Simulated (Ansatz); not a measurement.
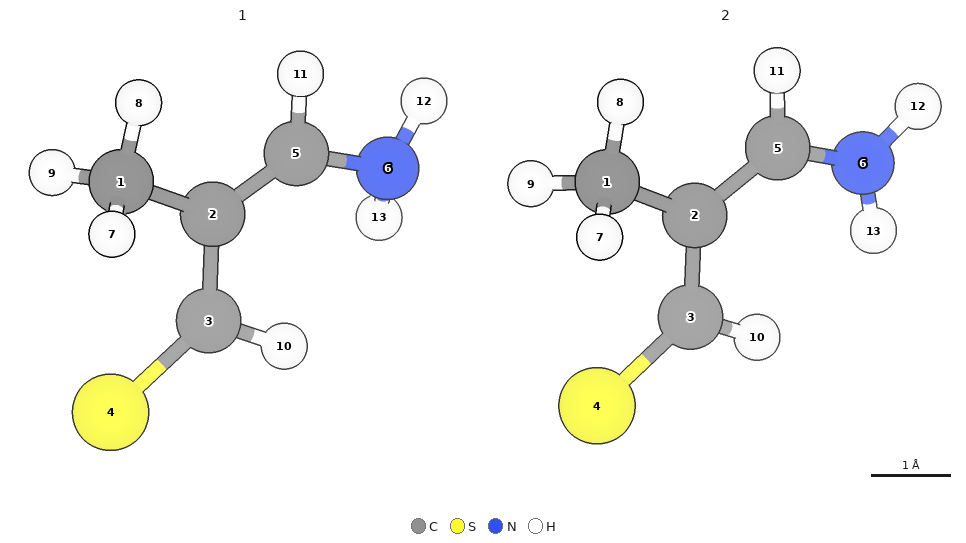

Two geometries of C4H7NS, drawn at one scale. One is the start of a relaxation, the other its converged end. The picture is a ball-and-stick view, seen at a tilt.

Level of theory: Ansatz 0.2.0, RKS r2SCANh/def2-SVP. Set-up: no spin polarisation; force threshold 0.015 eV/Å; at most 40 steps.

Q: Which one is relaxed?

A: Structure 2 is the relaxed one. The run prepares an end point of a later path (inversion) calculation, from a guessed geometry. H13 moves most after the best rigid fit: 0.30 Å. By element the largest moves are H 0.30 Å, S 0.16 Å, N 0.15 Å, C 0.09 Å. Among the contacts that change: C2–C3 1.488 → 1.427 Å, C3–S4 1.702 → 1.645 Å, C1–H7 1.050 → 1.100 Å, C2–C5 1.330 → 1.379 Å. Bond angles that change, for instance: H7–C1–H9 114.2° → 105.8°, H12–N6–H13 110.5° → 117.6°, C5–N6–H13 114.8° → 121.9°. Over 9 geometry steps the energy falls by 0.446 eV. Largest force component: 2.8 eV/Å at the start, 0.002 eV/Å at the end.
